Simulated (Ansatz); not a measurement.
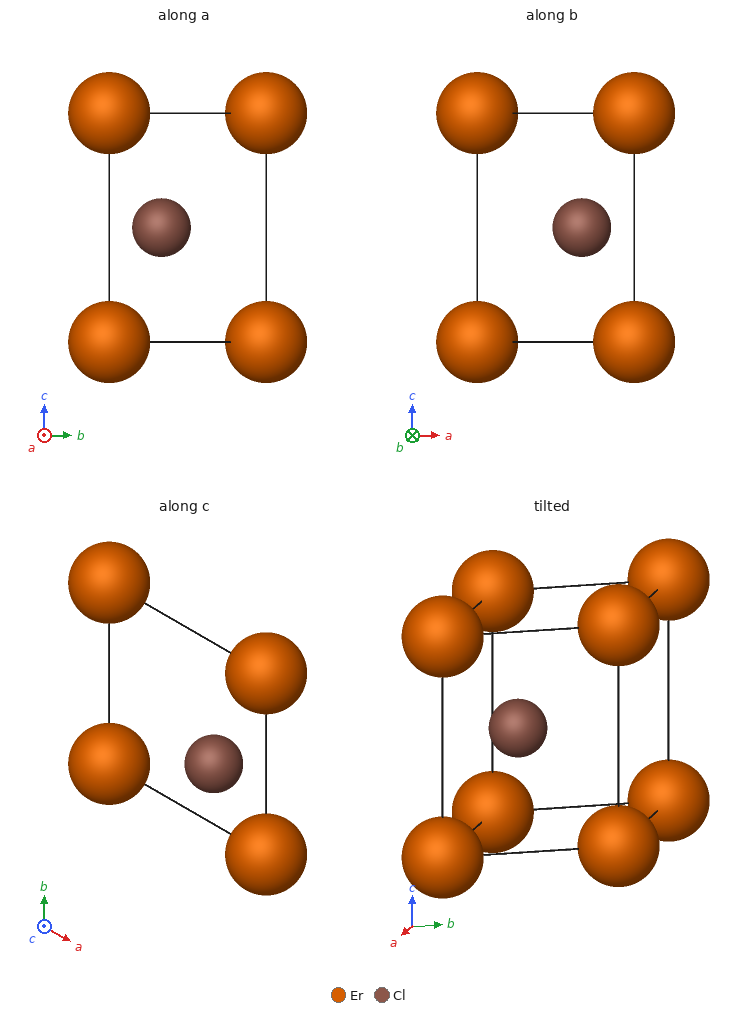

Spheres-only model, viewed along the a axis, along the b axis, along the c axis and slightly off an axis. The frame is the conventional unit cell; atoms at its boundary are shown with their periodic copies.

Lattice parameters: a = 3.442 Å, b = 3.442 Å, c = 4.348 Å, α = 90.00°, β = 90.00°, γ = 120.00°.

### Give the structure in the form of a table of Wyckoff sites.

Space group P-6m2 (No. 187).
| atom | site | x | y | z |
| --- | --- | --- | --- | --- |
| Er | 1a | 0.0000 | 0.0000 | 0.0000 |
| Cl | 1f | 0.6667 | 0.3333 | 0.5000 |

The structure comes from a structure type filled with these elements by a generator (whether the compound takes this form wasn't checked). Earlier steps of the study, as a rule a relaxation of our own, may have changed the cell and positions, so they can lie some per cent off the listed ones. It went into a calculation with Ansatz.
